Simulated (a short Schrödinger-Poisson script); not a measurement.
System: symmetric double-gate stack, SiO2 on p-type GaN, at 300 K.

```
layer  material  thickness (nm)  Na (cm⁻³)
-----  --------  --------------  ---------
1          SiO2             2.9          -
2           GaN               2       2e17
3          SiO2             2.9          -
```

Constants are typed, rounded textbook-type inputs, not results; the design itself was drawn at random and stands for no fabricated device. SiO2: permittivity 3.9, conduction-band edge (eV) 3.2, gap (eV) 9, electron mass (mₑ) 0.5. GaN: permittivity 9.5, conduction-band edge (eV) 0, gap (eV) 3.43, Nv at 300 K (cm⁻³) 4.6e19.

Channel valleys (confinement mass, in-plane density-of-states mass, number): Γ 0.2, 0.2, 1. At the gates, both at one voltage, the conduction-band edge of layer 1 lies 3.69 eV − eVg above the Fermi level of the channel. Gaps are held at their typed values at every temperature. Mesh 0.03 nm at interfaces.

From a short Schrödinger-Poisson script (our own, NumPy): 1D Poisson equation in equilibrium, electrons quantum, Hartree (BenDaniel-Duke, 12 states a valley, the channel's in-plane mass for all, wave functions free to enter the dielectric), parabolic valleys, classical holes, full ionisation, no traps, pinning or gate leakage.

Only gate voltages with over 1e8 electrons/cm² are shown.

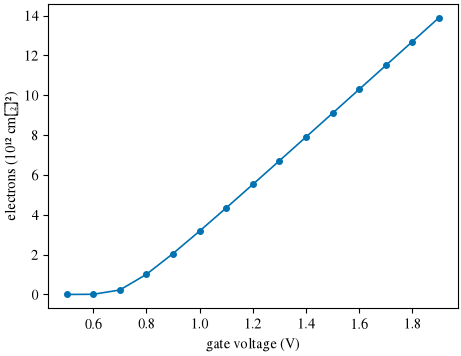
Figure. Sheet density against gate voltage

| Vg (V) | electrons (cm⁻²) | C (μF/cm²) | Γ E0 (meV) | Γ E1 (meV) |
|---|---|---|---|---|
| 0.5 | 1.90e8 | < 0.003 | 241.4 | 1015.8 |
| 0.6 | 8.86e9 | 0.0545 | 142.0 | 916.4 |
| 0.7 | 2.23e11 | 0.834 | 57.3 | 831.3 |
| 0.8 | 1.01e12 | 1.55 | 13.4 | 786.1 |
| 0.9 | 2.05e12 | 1.76 | -11.9 | 759.1 |
| 1 | 3.18e12 | 1.84 | -31.3 | 737.8 |
| 1.1 | 4.34e12 | 1.88 | -48.3 | 719.0 |
| 1.2 | 5.52e12 | 1.90 | -64.0 | 701.3 |
| 1.3 | 6.71e12 | 1.91 | -79.1 | 684.3 |
| 1.4 | 7.90e12 | 1.91 | -93.9 | 667.6 |
| 1.5 | 9.10e12 | 1.92 | -108.5 | 651.0 |
| 1.6 | 1.03e13 | 1.92 | -123.0 | 634.6 |
| 1.7 | 1.15e13 | 1.92 | -137.5 | 618.2 |
| 1.8 | 1.27e13 | 1.92 | -151.9 | 601.9 |
| 1.9 | 1.39e13 | 1.92 | -166.3 | 585.6 |

Subbands count from the Fermi level. The capacitance is that of both gates.

In real p-type GaN the Mg acceptor is only partly ionised, and so wide a gap doesn't supply an inversion layer without source and drain.
